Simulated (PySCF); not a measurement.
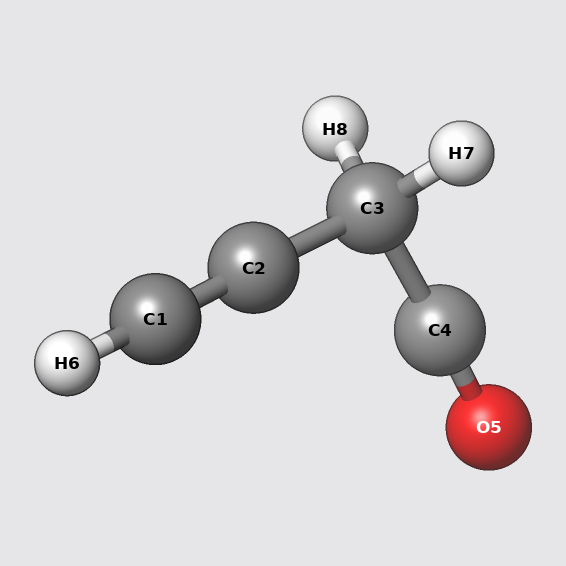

Charge +1, singlet. The geometry was computed by an optimisation with PBE0-D3(BJ)/def2-SVP. No frequency run is at hand to confirm it as a minimum. Level of theory: delta-SCF UKS SCAN, pcX-2 on the ionised atom, pcseg-1 elsewhere, spin-free X2C (PySCF 2.14.0).

Give the core-electron binding energies (to vacuum) of C1 1s, C2 1s, C3 1s, C4 1s, O5 1s.

```
atom  level  binding energy (eV)
  C1     1s                296.4
  C2     1s                296.7
  C3     1s                300.3
  C4     1s                302.7
  O5     1s                548.5
```
